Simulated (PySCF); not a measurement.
# What a change does: NMR shielding calculation on C₅H₄F₄S

System: C₅H₄F₄S, SMILES F[C@@H]1C=C(C(F)(F)F)SC1.
Method of run A: GIAO PBE0/pcSseg-1 NMR shielding, non-relativistic, gas phase (PySCF 2.14.0).

The geometry comes from this level: GFN2-xTB. Text and figures count atoms from 1; the logs count them from 0 in places.

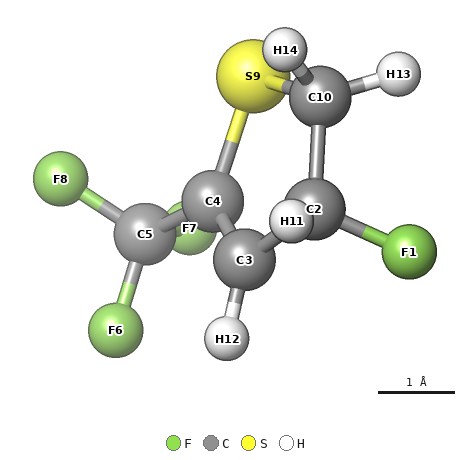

Figure 1. The structure as given in the input (ball-and-stick view, seen at a tilt; atoms are numbered from 1 in the order of the input).

The input, run A:
```
{"job": {"kind": "nmr", "xc": "PBE0", "basis": "pcSseg-1"}, "charge": 0, "multiplicity": 1}
F     -2.358888    -0.787093     0.696172
C     -1.530492    -0.370557    -0.332840
C     -0.148474    -0.900167    -0.110068
C      0.768125     0.030449     0.155576
C      2.210075    -0.236271     0.453743
F      2.502225    -1.542128     0.372238
F      2.560503     0.159886     1.684270
F      3.031585     0.392684    -0.399719
S      0.221526     1.686015     0.128273
C     -1.467592     1.159080    -0.352258
H     -1.987190    -0.775266    -1.244797
H      0.040019    -1.958798    -0.109234
H     -2.174325     1.576845     0.362988
H     -1.667776     1.564849    -1.341445
```

The first line tells a small driver script what to run in PySCF; the rest is the geometry in Å.

Launched with:
```bash
OMP_NUM_THREADS=1 python <driver script> task.json out
```

Hardware: 1 CPU thread, shared host.

Output (run A):
```
coarse grid: 13880 points
cycle   1  E = -989.4260365332  dE =  1.749e+00  |g| = 9.894e-01  |ddm| = 3.690e+00
cycle   2  E = -989.2327032253  dE =  1.933e-01  |g| = 1.519e+00  |ddm| = 1.462e+00
cycle   3  E = -989.5893877761  dE = -3.567e-01  |g| = 1.111e-01  |ddm| = 9.763e-01
cycle   4  E = -989.5909863769  dE = -1.599e-03  |g| = 7.797e-02  |ddm| = 1.773e-01
cycle   5  E = -989.5924517193  dE = -1.465e-03  |g| = 1.634e-02  |ddm| = 7.578e-02
cycle   6  E = -989.5925037359  dE = -5.202e-05  |g| = 5.178e-03  |ddm| = 1.811e-02
cycle   7  E = -989.5925100301  dE = -6.294e-06  |g| = 1.076e-03  |ddm| = 7.300e-03
final grid: 135696 points
cycle   8  E = -989.6810731513  dE = -4.802e-05  |g| = 1.036e-02  |ddm| = 3.378e-02
cycle   9  E = -989.6810429524  dE =  3.020e-05  |g| = 1.567e-02  |ddm| = 2.467e-02
cycle  10  E = -989.6810975604  dE = -5.461e-05  |g| = 1.138e-03  |ddm| = 1.605e-02
cycle  11  E = -989.6810977807  dE = -2.202e-07  |g| = 5.340e-04  |ddm| = 1.466e-03
cycle  12  E = -989.6810978404  dE = -5.974e-08  |g| = 1.531e-04  |ddm| = 5.104e-04
cycle  13  E = -989.6810978448  dE = -4.396e-09  |g| = 4.660e-05  |ddm| = 1.597e-04
cycle  14  E = -989.6810978453  dE = -5.164e-10  |g| = 9.356e-06  |ddm| = 6.572e-05
converged SCF energy = -989.6810978453

GIAO shielding tensors (ppm)
atom      isotropic    diamagn.    paramagn.     s11        s22        s33       span
  0 F      341.625     472.064    -130.439    256.332    372.088    396.455    140.123
  1 C       86.121     241.490    -155.369     55.927     80.266    122.171     66.244
  2 C       58.014     251.688    -193.674    -31.098     72.414    132.727    163.824
  3 C       35.109     267.254    -232.144    -53.648     52.269    106.708    160.356
  4 C       56.897     237.917    -181.020     51.031     55.768     63.891     12.860
  5 F      256.529     473.036    -216.507    176.910    240.333    352.343    175.432
  6 F      246.184     470.757    -224.573    165.288    240.230    333.034    167.747
  7 F      241.848     470.798    -228.950    161.244    234.957    329.343    168.100
  8 S      425.211    1055.014    -629.803    231.154    315.981    728.498    497.344
  9 C      142.674     252.121    -109.447    108.215    148.828    170.979     62.764
 10 H       25.460      28.537      -3.077     22.130     25.082     29.168      7.038
 11 H       25.338      31.727      -6.390     22.432     24.473     29.108      6.676
 12 H       27.967      28.818      -0.851     23.414     26.342     34.146     10.732
 13 H       27.955      29.111      -1.156     22.229     26.825     34.811     12.582
```

For run B the input was changed thus:
```diff
-"xc": "PBE0"
-"basis": "pcSseg-1"
+"xc": "wB97X"
+"basis": "6-311G**"
+"pop": true
```

What does this change do to the results?

The total energies belong to different models, so their difference says nothing on which is more stable or more accurate. The HOMO goes from −6.95 to −9.11 eV. The LUMO goes from −1.20 to 1.09 eV. The dipole moment goes from 2.99 to 2.94 D. Of all shieldings, the largest change is that of S9, by +29.8 ppm. The functional changes from PBE0 to wB97X. The number of SCF iterations is the same. The basis functions go from 197 to 212.

Output (run B):
```
coarse grid: 13880 points
cycle   1  E = -990.2464424783  dE =  2.145e+00  |g| = 1.167e+00  |ddm| = 3.327e+00
cycle   2  E = -990.2401360244  dE =  6.306e-03  |g| = 1.323e+00  |ddm| = 1.433e+00
cycle   3  E = -990.4950451023  dE = -2.549e-01  |g| = 7.870e-02  |ddm| = 7.409e-01
cycle   4  E = -990.4962636740  dE = -1.219e-03  |g| = 3.308e-02  |ddm| = 9.172e-02
cycle   5  E = -990.4965331210  dE = -2.694e-04  |g| = 1.050e-02  |ddm| = 4.445e-02
cycle   6  E = -990.4965662557  dE = -3.313e-05  |g| = 3.672e-03  |ddm| = 1.341e-02
cycle   7  E = -990.4965710861  dE = -4.830e-06  |g| = 1.031e-03  |ddm| = 5.625e-03
final grid: 135696 points
cycle   8  E = -990.5200966396  dE = -2.033e-04  |g| = 7.842e-03  |ddm| = 3.751e-02
cycle   9  E = -990.5201000332  dE = -3.394e-06  |g| = 6.283e-03  |ddm| = 9.512e-03
cycle  10  E = -990.5201049199  dE = -4.887e-06  |g| = 1.090e-03  |ddm| = 3.788e-03
cycle  11  E = -990.5201051280  dE = -2.080e-07  |g| = 3.334e-04  |ddm| = 9.226e-04
cycle  12  E = -990.5201051554  dE = -2.741e-08  |g| = 8.834e-05  |ddm| = 4.426e-04
cycle  13  E = -990.5201051586  dE = -3.208e-09  |g| = 3.673e-05  |ddm| = 1.467e-04
cycle  14  E = -990.5201051594  dE = -8.069e-10  |g| = 1.512e-05  |ddm| = 8.578e-05
converged SCF energy = -990.5201051594

GIAO shielding tensors (ppm)
atom      isotropic    diamagn.    paramagn.     s11        s22        s33       span
  0 F      363.125     468.458    -105.333    286.211    390.350    412.815    126.604
  1 C       95.324     243.760    -148.437     65.413     88.191    132.367     66.954
  2 C       63.847     255.070    -191.223    -29.535     81.490    139.587    169.121
  3 C       42.748     266.961    -224.213    -51.707     64.739    115.212    166.919
  4 C       66.045     245.516    -179.471     59.819     65.228     73.088     13.269
  5 F      267.011     470.878    -203.866    186.836    251.595    362.603    175.767
  6 F      256.081     467.846    -211.766    174.466    250.811    342.965    168.499
  7 F      252.428     467.765    -215.337    170.844    247.037    339.402    168.558
  8 S      454.978    1054.769    -599.791    256.712    335.543    772.680    515.968
  9 C      151.002     250.065     -99.062    116.963    156.970    179.074     62.111
 10 H       26.114      29.445      -3.332     23.019     25.663     29.658      6.639
 11 H       25.919      32.104      -6.185     22.949     25.040     29.768      6.819
 12 H       28.609      29.833      -1.224     24.065     27.003     34.759     10.694
 13 H       28.552      30.070      -1.518     22.749     27.513     35.395     12.645
```

The two runs side by side:

```tsv
quantity	run A	run B
outcome	converged	converged
total energy (hartree)	−989.681098	−990.520105
HOMO (eV)	−6.95	−9.11
LUMO (eV)	−1.20	1.09
dipole moment (D)	2.99	2.94
shielding of F1 (ppm)	341.6	363.1
shielding of C2 (ppm)	86.1	95.3
shielding of C5 (ppm)	56.9	66.0
shielding of F6 (ppm)	256.5	267.0
shielding of F7 (ppm)	246.2	256.1
shielding of F8 (ppm)	241.8	252.4
shielding of S9 (ppm)	425.2	455.0
SCF iterations	14	14
basis functions	197	212
wall time (shared host)	29 s	47 s
```
